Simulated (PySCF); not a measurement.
Si(Me)3(NMe2), C5H15NSi, SMILES C[Si](C)(N(C)C)C at its GFN2-xTB optimised geometry (Å):

```
22

C      1.5868     0.5593     0.8685
N      0.8334    -0.3122     0.0000
C      1.5862    -1.4915    -0.3519
Si    -0.9008    -0.3122     0.0000
C     -1.6923    -1.2080     1.4997
C     -1.4760     1.5036     0.0000
C     -1.4751    -1.1732    -1.5989
H      1.0133     1.4564     1.0782
H      1.8361     0.0721     1.8200
H      2.5232     0.8468     0.3812
H      1.8347    -2.0959     0.5301
H      1.0129    -2.1030    -1.0410
H      2.5232    -1.2006    -0.8362
H     -1.3930    -0.7464     2.4371
H     -2.7771    -1.1858     1.4587
H     -1.3897    -2.2511     1.5404
H     -0.9128     2.1030    -0.7076
H     -1.3749     1.9603     0.9792
H     -2.5232     1.5673    -0.2764
H     -2.5214    -0.9576    -1.7885
H     -1.3771    -2.2521    -1.5355
H     -0.9092    -0.8368    -2.4613
```

Level of theory: PBE0/def2-SVP (PySCF). Cells within 0.4 Å of a nucleus heavier than hydrogen are left out (blank, or x).

Map of the HOMO amplitude (bohr^(-3/2)) on the plane z = 0.0 Å; orbital energy -5.91 eV, overall sign arbitrary:

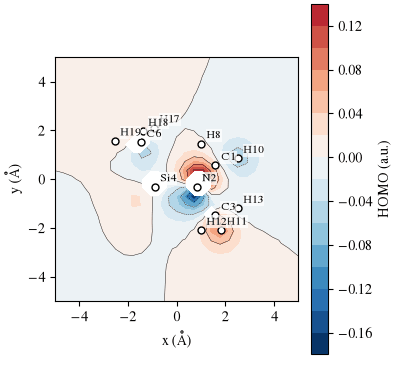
Figure: HOMO amplitude (bohr^(-3/2)) on the plane z = 0.0 Å.
